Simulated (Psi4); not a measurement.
# [BPH5]− (SMILES [BH3-]P), run twice

Wanted: the energy of [BPH5]−, FNO-QCISD(T)/6-311+G**.

The calculation is run with Psi4 1.11.

2 further runs of the same task are left out: 2 set aside as unsound or not needed.

### 1 The molecule

[BPH5]− has 7 atoms, charge -1, and is taken as a singlet. SMILES: `[BH3-]P`. Geometry: relaxed at GFN2-xTB.

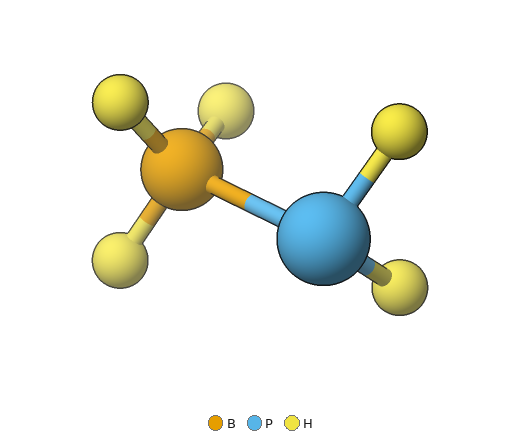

Viewed from a chosen angle; boron amber, phosphorus blue, hydrogen yellow.

### 2 Try one

bh5p.xyz reads:

```xyz
7
BH5P
B     -0.506120    -0.519900    -0.363840
P      0.697480     0.300190     0.995330
H     -1.584360    -0.644230     0.174420
H     -0.027360    -1.601150    -0.627340
H     -0.557520     0.205550    -1.330350
H      0.219110     1.599520     0.971100
H      1.758760     0.660030     0.180690
```

calc.py reads:

```python
import psi4

psi4.set_memory('1600 MB')
psi4.set_num_threads(1)
psi4.set_output_file('psi4.out', False)

with open('bh5p.xyz') as f:
    atoms = ''.join(f.readlines()[2:])
mol = psi4.geometry('-1 1\n' + atoms + 'symmetry c1\nno_reorient\nno_com')

psi4.set_options({
    'basis': '6-311+G**',
    'scf_type': 'direct',
    'freeze_core': True,
    'maxiter': 4,
})

e = psi4.energy('fno-qcisd(t)')
print('E =', round(e, 9))
```

Launch:

```
python calc.py
```

psi4.out:

```text
Psi4 1.11 release

   => Loading Basis Set <=

    Name: 6-311+G**
    Role: ORBITAL
    Keyword: BASIS

         ---------------------------------------------------------
                                   SCF
                              RHF Reference
                        1 Threads,   1525 MiB Core
         ---------------------------------------------------------

  ==> Geometry <==

    Molecular point group: c1
    Full point group: C1

    Geometry (in Angstrom), charge = -1, multiplicity = 1:

       Center              X                  Y                   Z               Mass
    ------------   -----------------  -----------------  -----------------  -----------------
         B           -0.506120000000    -0.519900000000    -0.363840000000    11.009305360000
         P            0.697480000000     0.300190000000     0.995330000000    30.973761998420
         H           -1.584360000000    -0.644230000000     0.174420000000     1.007825032230
         H           -0.027360000000    -1.601150000000    -0.627340000000     1.007825032230
         H           -0.557520000000     0.205550000000    -1.330350000000     1.007825032230
         H            0.219110000000     1.599520000000     0.971100000000     1.007825032230
         H            1.758760000000     0.660030000000     0.180690000000     1.007825032230

  Running in c1 symmetry.

  Rotational constants: A =      1.74594  B =      0.25788  C =      0.25122 [cm^-1]
  Rotational constants: A =  52342.00518  B =   7731.10803  C =   7531.42609 [MHz]
  Nuclear repulsion =   51.156154058888333

  Charge       = -1
  Multiplicity = 1
  Electrons    = 26
  Nalpha       = 13
  Nbeta        = 13

  ==> Algorithm <==

  SCF Algorithm Type is DIRECT.
  DIIS enabled.
  MOM disabled.
  Fractional occupation disabled.
  Guess Type is SAD.
  Energy threshold   = 1.00e-08
  Density threshold  = 1.00e-08
  Integral threshold = 1.00e-12

  ==> Primary Basis <==

  Basis Set: 6-311+G**
    Blend: 6-311+G**
    Number of shells: 44
    Number of basis functions: 82
    Number of Cartesian functions: 84
    Spherical Harmonics?: true
    Max angular momentum: 2

   => Loading Basis Set <=

    Name: (6-311+G** AUX)
    Role: JKFIT
    Keyword: DF_BASIS_SCF

  Starting with a DF guess...

  ==> Integral Setup <==

  DFHelper Memory: AOs need 0.023 GiB; user supplied 1.118 GiB.
  SCF_SUBTYPE=INCORE selected. In-core MEM_DF algorithm will be used.
  Using in-core AOs.

  ==> MemDFJK: Density-Fitted J/K Matrices <==

    J tasked:                   Yes
    K tasked:                   Yes
    wK tasked:                   No
    Memory [MiB]:              1144
    Algorithm:                 Core
    Schwarz Cutoff:           1E-12
    Mask sparsity (%):       0.0892
    Fitting Condition:        1E-10

   => Auxiliary Basis Set <=

  Basis Set: (6-311+G** AUX)
    Blend: HEAVY-AUG-CC-PVTZ-JKFIT
    Number of shells: 122
    Number of basis functions: 400
    Number of Cartesian functions: 486
    Spherical Harmonics?: true
    Max angular momentum: 4

  Minimum eigenvalue in the overlap matrix is 5.8560123992E-04.
  Reciprocal condition number of the overlap matrix is 8.0232814735E-05.
    Using symmetric orthogonalization.

  ==> Pre-Iterations <==

  SCF Guess: Superposition of Atomic Densities via on-the-fly atomic UHF (no occupation information).

   -------------------------
    Irrep   Nso     Nmo
   -------------------------
     A         82      82
   -------------------------
    Total      82      82
   -------------------------

  ==> Iterations <==

                           Total Energy        Delta E     RMS |[F,P]|

   @DF-RHF iter SAD:  -367.65914759603402   -3.67659e+02   0.00000e+00
   @DF-RHF iter   1:  -368.21164815119221   -5.52501e-01   5.17575e-03 ADIIS/DIIS
   @DF-RHF iter   2:  -368.31533032238247   -1.03682e-01   2.13333e-03 ADIIS/DIIS
   @DF-RHF iter   3:  -368.33399199542862   -1.86617e-02   3.37375e-04 ADIIS/DIIS
   @DF-RHF iter   4:  -368.33525379821435   -1.26180e-03   7.68137e-05 DIIS

PsiException: Could not converge SCF iterations in 4 iterations.

PsiException: Could not converge SCF DF preiterations in 4 iterations.
```

Standard output:

```text
Traceback (most recent call last):
psi4.driver.p4util.exceptions.SCFConvergenceError: Could not converge SCF iterations in 4 iterations.

During handling of the above exception, another exception occurred:

Traceback (most recent call last):
  File "calc.py", line 18, in <module>
    e = psi4.energy('fno-qcisd(t)')
psi4.driver.p4util.exceptions.SCFConvergenceError: Could not converge SCF DF preiterations in 4 iterations.
```

Run time: 3.3 s. Hardware: 1 thread of AMD EPYC 7R43 (Zen 3), shared host; peak memory 0.2 GiB.

### 3 What went wrong

The iterations ended before the threshold was met.

The telling line is `psi4.driver.p4util.exceptions.SCFConvergenceError: Could not converge SCF DF preiterations in 4 iterations.`. What is wrong: the iteration cap is too low for convergence. To mend it: iteration cap at its default in place of 4.

### 4 Try two

bh5p.xyz is that of step 2.

job.py reads:

```python
import psi4

psi4.set_memory(1600000000)
psi4.set_num_threads(1)
psi4.core.set_output_file('psi4.out', False)

with open('bh5p.xyz') as f:
    atoms = ''.join(f.readlines()[2:])
m = psi4.geometry('-1 1\n' + atoms + 'symmetry c1\nno_reorient\nno_com')

psi4.set_options({
    'basis': '6-311+G**',
    'scf_type': 'direct',
    'freeze_core': True,
})

result = psi4.energy('fno-qcisd(t)')
print(f'fno-qcisd(t) energy: {result:.10f} Eh')
```

Launch:

```
python job.py
```

psi4.out:

```text
[...]
  Running in c1 symmetry.
[...]
  Nuclear repulsion =   51.156154058888333
[...]
  Multiplicity = 1
[...]
  Nalpha       = 13
  Nbeta        = 13
[...]
    Number of basis functions: 82
[...]
   @DF-RHF iter   1:  -368.21164815119221   -5.52501e-01   5.17575e-03 DIIS/ADIIS
[...]
   @RHF iter  16:  -368.33535558612294   -1.93268e-12   2.66008e-09 DIIS
[...]
    Orbital Energies [Eh]
    ---------------------
    Doubly Occupied:
       1A    -79.711440     2A     -7.327226     3A     -7.257209
       4A     -5.152111     5A     -5.151542     6A     -5.150078
       7A     -0.645440     8A     -0.462685     9A     -0.325804
      10A     -0.263084    11A     -0.226184    12A     -0.202205
      13A     -0.131616
[...]
  @RHF Final Energy:  -368.33535558612294
   => Energetics <=
    Nuclear Repulsion Energy =             51.1561540588883332
    One-Electron Energy =                -614.9697694419629670
    Two-Electron Energy =                 195.4782597969517042
    Total Energy =                       -368.3353555861229438
[...]
 Multipole Moments:
 ------------------------------------------------------------------------------------
     Multipole            Electronic (a.u.)      Nuclear  (a.u.)        Total (a.u.)
 ------------------------------------------------------------------------------------
 L = 1.  Multiply by 2.5417464519 to convert [e a0] to [Debye]
 Dipole X            :        -14.4865747           14.6269148            0.1403402
 Dipole Y            :         -3.4394879            4.0120208            0.5725330
 Dipole Z            :        -23.9905458           23.5824025           -0.4081433
 Magnitude           :                                                    0.7169870
[...]
      * MP2 total energy:                   -368.596052413630
[...]
      * MP2 total energy:                   -368.596052413630
[...]
      * MP3 total energy:                   -368.631854670294
[...]
      * QCISD total energy:                 -368.637629928216
[...]
```

The script printed:

```text
fno-qcisd(t) energy: -368.6464460961 Eh
```

It took 31 s on 1 thread of AMD EPYC 7R43 (Zen 3), shared host; peak memory 0.52 GiB.

### 5 Outcome

At FNO-QCISD(T)/6-311+G**:

| quantity | value |
| --- | --- |
| total energy | -368.64645 Eh |
| HOMO energy (Hartree–Fock orbitals) | -3.58 eV |
| LUMO energy (Hartree–Fock orbitals) | 5.21 eV |
| HOMO–LUMO gap (to an unbound level, set by the basis) | 8.79 eV |
| correlation energy (6 core orbitals frozen) | -311.1 mEh |
| T1 diagnostic | 0.010 |
